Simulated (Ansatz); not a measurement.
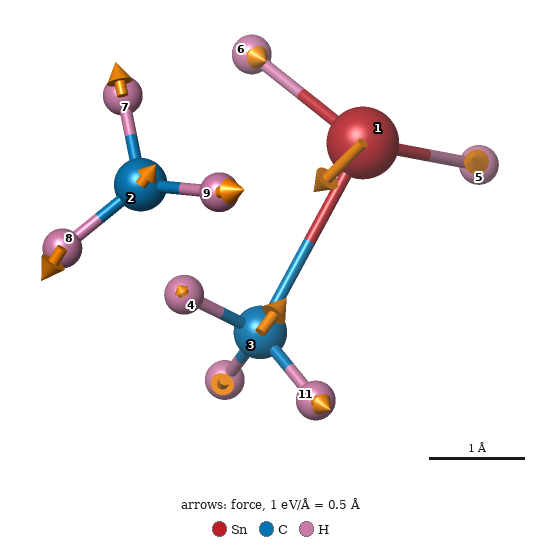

Starting geometry of C2H8Sn with the computed forces as orange arrows. Style: ball-and-stick. Shown from a free direction.

The reaction that was planned forms C2–H4 and breaks Sn1–C2, C3–H4 (atoms numbered from 1 in input order).

Method: Ansatz 0.2.0, RKS PBE0-D4/def2-SVP. (held fixed: the distance between atoms 2 (C) and 4 (H), the distance between atoms 1 (Sn) and 2 (C), the distance between atoms 3 (C) and 4 (H), counting from 1; force threshold 0.04 eV/Å; at most 150 steps)

### What follows when this structure is relaxed?

It isn't relaxed: the largest force vector, on the Sn atom, is 1.74 eV/Å. The final displacements have little in common with the starting forces (cosine between the two patterns 0.14). An H atom moves most after the best rigid fit: 1.06 Å. By element the largest moves are H 1.06 Å, Sn 0.63 Å, C 0.20 Å. Some distances before and after: C–Sn 2.289 → 2.169 Å, H–Sn 1.806 → 1.716 Å, C–H 1.071 → 1.092 Å, C–H 1.085 → 1.099 Å. Bond angles that change, for instance: C–Sn–H 102.7° → 118.8°, H–Sn–H 95.8° → 111.7°, C–Sn–H 107.8° → 118.7°. The energy falls by 20.7 kcal/mol in 13 geometry steps. The largest force component goes from 1.4 to 0.0075 eV/Å.
